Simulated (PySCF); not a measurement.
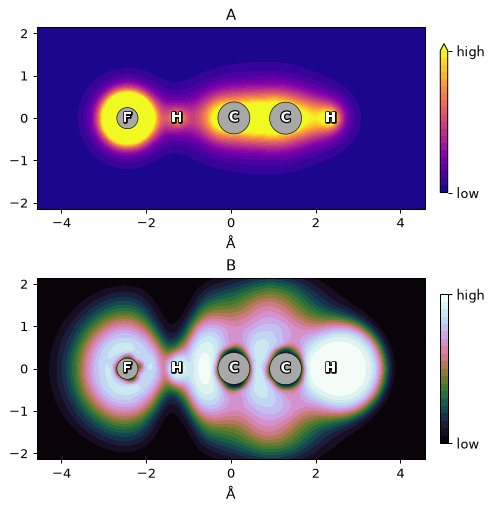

C$_{2}$H$_{2}$F (charge −1): 2 fields on a plane that holds the molecular axis, with unlabelled colour scales. Grey discs cover the atomic cores.

Geometry: PBE0-D3(BJ)/def2-TZVPD.

All numbers below come from wB97M-D3(BJ)/def2-TZVPD, SCF density, gas phase in PySCF 2.14.0.

Match the panels to the quantities (electron density and electron localisation function).

Answer. Panel A: electron density. Panel B: electron localisation function. From the grid: F5···H3 (1.17 Å): the density falls to about 1.1 e/Å³ on the way; the ELF climbs to about 0.90 towards the hydrogen, as it does in any bond to H. C–C (1.22 Å): ρ is about 2.8 e/Å³ halfway; the ELF peaks at about 0.85 between the atoms (a multiple bond).
